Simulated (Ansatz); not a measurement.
**Nudged elastic band of CH4N2 (part 2 of 2)**

Continued. System: CH4N2. Method: RKS PBE-D4/def2-SVP (Ansatz 0.2.0). The run did not end well. One setting was made poor on purpose. It belongs to a series of runs on one base structure; here: band between the two ends.

Geometry of the input (Å):
```
N  -0.9240  -0.8480  -0.6018
C  -0.2351  0.1618  -0.2023
N  0.9615  0.0228  0.4573
H  -1.7488  -0.5188  -1.1224
H  -0.5002  1.2344  -0.3717
H  1.3108  0.7987  1.0165
H  1.1969  -0.9189  0.7786
```

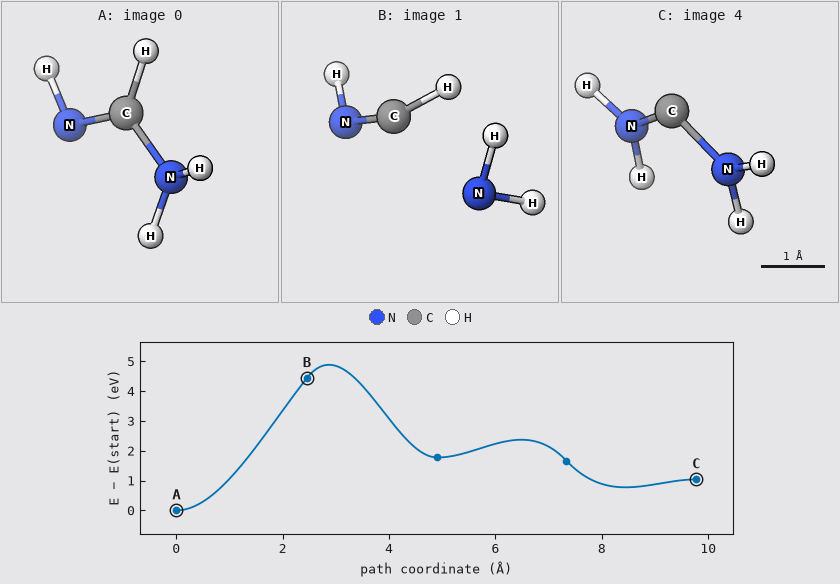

*Images of the last band (counted from 0; ball-and-stick, seen at a tilt) above the energy along the path; the line is a cubic interpolation that uses the forces.*

The highest image is number 1, 4.437 eV above the start and 3.396 eV above the end; the end lies 1.042 eV above the start. The path is 9.77 Å long. The band had not converged after 60 iterations.

```
Unfinished report: {"positions_ang":[[-1.1837924097645525,-0.3300610577874465,-1.2666823116678814],[-0.5388216251689465,-0.3811108407242346,-0.21745571766288213],[1.4733075138925391,-0.18912567134886757,0.3759135685559291],[-2.1241414424399006,0.11515479545627341,-1.3320519585460011],[-0.3452084216811026,0.05038076097775688,0.7633212334184843],[1.7722882192040792,0.8237734701053085,0.3092617297884207],[1.0075681759578834,-0.1571124566787901,1.3219944461139284]],"unchecked":["starts","cluster_reference","orbital_swaps","neighbouring_geometries","increment"],"mean_field":{"relativity":"none","state":{"energy":{"ev":-4069.4689351252,"hartree":-149.5502249807356},"converged":true,"gradient_ev":0.000012778428034817394,"stability":{"kind":"minimum","curvature_ev":23.774653867810763},"curvature_floor_ev":0.00030000000000000003,"spin_squared":2.1316282072803006e-14},"others":[],"fillings":{"estimated":0,"unestimated":0,"tried":0,"untried":0,"excluded_magnetic_sites":0},"n_dropped_functions":0,"n_trapped_functions":0,"passes":{"evaluations":4,"products":26},"factors":{"origin":"density fitting in generated functions","count":734,"bound_ev":null},"gradient_stop_ev":0.00009,"reference_kind":"stationary","functional":{"name":"PBE","citations":["Perdew, Burke & Ernzerhof, Phys. Rev. Lett. 77, 3865 (1996) doi:10.1103/PhysRevLett.77.3865"],"text":"name \"PBE\"\ncite \"Perdew, Burke & Ernzerhof, Phys. Rev. Lett. 77, 3865 (1996) doi:10.1103/PhysRevLett.77.3865\"\nparent pbe\nparameter kappa = 0.804\nparameter beta = 0.06672455060314922\nexchange = pbe_x(kappa = kappa, mu = beta*pi^2/3)\ncorrelation = pbe_c(beta = beta)\n","parameters":{"beta":{"value":0.06672455060314922,"default":0.06672455060314922},"kappa":{"value":0.804,"default":0.804}},"final_grid":{"core_spheres":13.0,"valence_spheres":11.0,"degree":36.0},"final_grid_parameter_source":"default","radial_points_factor":1.0,"radial_grid_error_ev":3.125828648923977e-7,"grid_sensitivity":"normal","grid_sensitivity_ratio":0.001870803151768979},"unsmoothed_excess_ev":-0.00002634634639020966,"symmetry":{"irreps":["A"],"axes":[[0.9821583937462549,0.15744581753527434,-0.10283824256776239],[-0.10152605696324916,0.9042429174591066,0.4147736804361372],[0.15829513369422296,-0.3969326904724438,0.9040946244077749]],"occupied":[{"A":12},{"A":12}]},"density_repulsion":{"missed_ev":0.00005127016407314744,"excess_ev":0.00005127016407314744,"most_excess_ev":0.000312,"are_drawn_again":false,"n_first_factors":734,"energy_change_ev":0.0,"n_dropped_ends":0},"direct_passes":"host"},"factors":{"origin":"density fitting in generated functions","count":734,"bound_ev":null},"n_frozen":0,"n_occupied":[12,12],"n_virtual":[50,50],"reference":{"ev":-4069.4689351252,"hartree":-149.5502249807356},"dispersion":{"energy":{"ev":-0.07246319966925414,"hartree":-0.0026629734705242367},"switches_in_reach":[]},"total":{"ev":-4069.541398324869,"hartree":-149.55288795420614},"forces_ev_per_angstrom":[[1.055480403078694,0.08420878688977622,0.03219500834921795],[1.384008497409338,2.2882077351444017,0.15590822128455764],[-0.7164455180014878,-0.527647699098707,-0.08750028833878098],[0.10151611959113123,-0.7914109702657582,0.35757575119184165],[-2.06600115140927,-0.2998175085999061,0.5293273132782574],[-0.5608111113780649,-0.4394724804194881,-0.7114607892287184],[0.8022527607111323,-0.3140678636503933,-0.2760452165368492]],"charge_distribution":{"dipole_moment_e_ang":[-0.6670229177650869,0.4124724193309303,0.2219252145834251],"mulliken_charges_e":[-0.07419086131134733,0.012072005134322161,-0.3190355168938579,0.16407387413229657,0.06190095649474947,0.09058216057040624,0.06459738187344477],"lowdin_charges_e":[0.11612338216872775,0.008622387725554681,-0.09981461787034362,0.05137340849684546,-0.014616823347318064,-0.01013748746146903,-0.051550249711949325]},"n_threads":1,"memory_gib":1.7045454550534487,"seconds":{"hamiltonian":0.85061512,"orbitals":0.0,"second_order":0.0,"solver_start":0.0,"cycles":0.0,"cycle":0.0,"perturbative":0.0,"full_ci_increment":0.0,"forces":0.0}}
this run last wrote the band of iteration 60 to [file]
Error: NEB band did not converge after 60 iterations: max|band force component| = 3.32e-1 eV/Å (threshold 5.0e-2); raise `neb.max_iterations` in a new run, which can start from the last band evaluated (`neb.initial_path`, with `crystal.atoms` and `neb.final_atoms` set to its first and last images), add images, or start from endpoints closer to local minima. Where this run's directory can be resumed (`checkpoint.write`), a resume goes on for up to `neb.max_iterations` more; to start a new run from the last band, take its images' positions from the `neb_iteration` event of iteration 60 (`data.images[].positions_ang`), in the event stream of the run that computed that iteration (not this run's, if it was resumed behind it). With `checkpoint.write`, `steps/00-neb/state/checkpoint.json` in the run directory holds the last saved band, under `neb.evaluated.images[].positions_ang` (a band under a hybrid functional on support functions is neither saved nor resumed: `neb.initial_path` says where its path is): check the last entry of `neb.iterations` there, which is earlier than 60 if that iteration was not saved or its write failed. If the band's step has no `state` directory and holds `state.next`, a write was cut short, and the file is under `state.next` instead (behind a loss of power it can be under `state.prev`)
this run wrote the band of iteration 60 to [file] as well, whether or not its events were kept: a new run's `neb.initial_path` can list its `images[].positions_ang`
a run's events are kept only if it was started with --events-out <file>, and are in that file
```

The last band as extended XYZ (Å, eV, eV/Å)
```
7
Properties=species:S:1:pos:R:3:forces:R:3 image=0 energy=-4073.97875
N    -0.9240   -0.8480   -0.6018   -0.0015   0.0051   0.0009
C    -0.2351    0.1618   -0.2023    0.0013  -0.0031  -0.0019
N     0.9615    0.0228    0.4573   -0.0009   0.0064   0.0000
H    -1.7488   -0.5188   -1.1224    0.0010  -0.0015  -0.0005
H    -0.5002    1.2344   -0.3717   -0.0009  -0.0024   0.0010
H     1.3108    0.7987    1.0165    0.0008  -0.0025  -0.0006
H     1.1969   -0.9189    0.7786    0.0002  -0.0019   0.0011
7
Properties=species:S:1:pos:R:3:forces:R:3 image=1 energy=-4069.54137
N    -1.1838   -0.3301   -1.2667    1.0555   0.0842   0.0322
C    -0.5388   -0.3811   -0.2175    1.3840   2.2882   0.1559
N     1.4733   -0.1891    0.3759   -0.7164  -0.5276  -0.0875
H    -2.1241    0.1152   -1.3321    0.1015  -0.7914   0.3576
H    -0.3452    0.0504    0.7633   -2.0660  -0.2998   0.5293
H     1.7723    0.8238    0.3093   -0.5608  -0.4395  -0.7115
H     1.0076   -0.1571    1.3220    0.8023  -0.3141  -0.2760
7
Properties=species:S:1:pos:R:3:forces:R:3 image=2 energy=-4072.20246
N    -1.3153   -0.1643   -1.4653    0.0240  -0.0600   0.0271
C    -0.2781    0.0701   -1.9860    0.0051   0.0039  -0.0159
N     0.9453    0.4229    1.1309   -0.0105   0.0090  -0.0217
H    -2.1798   -0.3913   -0.9905   -0.0568   0.0462  -0.0304
H     0.0367   -0.0589    1.1892   -0.0083  -0.0263   0.0396
H     1.5248   -0.0420    1.8452    0.0103  -0.0147  -0.0056
H     1.3276    0.0955    0.2306    0.0362   0.0418   0.0069
7
Properties=species:S:1:pos:R:3:forces:R:3 image=3 energy=-4072.31282
N    -0.9669   -0.2143   -0.5881    0.5432  -0.8918   1.3484
C     0.0419    0.6617   -0.6048    0.7887  -0.7512   1.6187
N     0.8478    0.3536    0.5175    0.0102   0.6932  -1.2639
H    -1.7809   -0.2867   -1.2074    0.3670   0.1745   0.1654
H    -0.7959   -0.8652    0.2339   -1.5240  -0.2001  -1.1156
H     0.9627   -0.4922    1.1527   -1.0221   0.2562  -0.8127
H     1.7526    0.7749    0.4506    0.8370   0.7191   0.0598
7
Properties=species:S:1:pos:R:3:forces:R:3 image=4 energy=-4072.93710
N    -0.8886   -0.1349   -0.6642   -0.0012  -0.0024  -0.0052
C    -0.4895    0.2790    0.5459   -0.0004  -0.0011  -0.0015
N     0.8317    0.1594    0.7335    0.0077  -0.0016   0.0025
H    -1.8750   -0.0878   -0.9107   -0.0020   0.0016   0.0011
H    -0.2624   -0.5151   -1.4034   -0.0009   0.0012   0.0025
H     1.2407    0.4446    1.6210   -0.0021   0.0014  -0.0003
H     1.5043   -0.2133    0.0323   -0.0011   0.0009   0.0009
```

What the run reported

```csv
quantity,value
outcome,not converged
"barrier, forward (band not converged)",4.437 eV
"barrier, backward",3.396 eV
hardware,"1 thread of Arm Neoverse V2, 24 GiB of memory available, shared host"
wall time,2.7 min
peak memory,0.11 GiB
```

Diagnosis

The run did not converge: “NEB band did not converge after 60 iterations: max|band force component| = 3.32e-1 eV/Å (threshold 5.0e-2); raise `neb.max_iterations` in a new run, which can start from the last band evaluated (`neb.initial_path`, with `crystal.atoms` and `neb.final_atoms` set to its first and last images), add images, or start from endpoints closer to local minima …” Its last values are not results. A deliberately poor setting: few images.
